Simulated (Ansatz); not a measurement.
```yaml
atoms:
  - { symbol: C, position_ang: [-1.3922, 0.5177, 0.9129] }
  - { symbol: C, position_ang: [-0.1197, 0.8790, 0.7014] }
  - { symbol: N, position_ang: [0.5196, 1.8863, 1.4051] }
  - { symbol: Si, position_ang: [0.8595, 0.1094, -0.7062] }
  - { symbol: Si, position_ang: [-0.0529, -1.9366, -1.3707] }
  - { symbol: H, position_ang: [-1.8766, -0.2229, 0.2910] }
  - { symbol: H, position_ang: [-1.9963, 0.9696, 1.6961] }
  - { symbol: H, position_ang: [1.5180, 1.8041, 1.5005] }
  - { symbol: H, position_ang: [0.0694, 2.1900, 2.2559] }
  - { symbol: H, position_ang: [2.2602, -0.1036, -0.2307] }
  - { symbol: H, position_ang: [0.9435, 1.0504, -1.8581] }
  - { symbol: H, position_ang: [0.7141, -2.4727, -2.5280] }
  - { symbol: H, position_ang: [0.0142, -2.9203, -0.2574] }
  - { symbol: H, position_ang: [-1.4739, -1.7798, -1.7829] }
```

Geometry: PBE0-D4/def2-TZVP.

Theory: RKS PBE0-D4/def2-TZVPP in Ansatz 0.2.0.

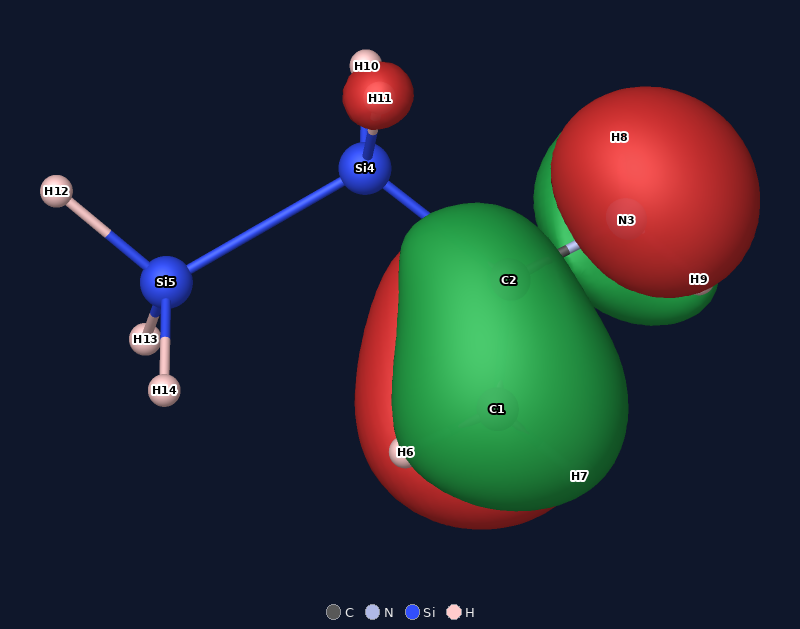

C2H9NSi2 (SMILES C=C(N)[SiH2][SiH3]). The HOMO at ±0.08 Å⁻³ᐟ² (green and red are the two phases), seen across its widest extent.

What is the character of this orbital?

It lies mainly on C1 (about 35 %), N3 (about 30 %) and C2 (about 15 %). Its energy is −6.26 eV.
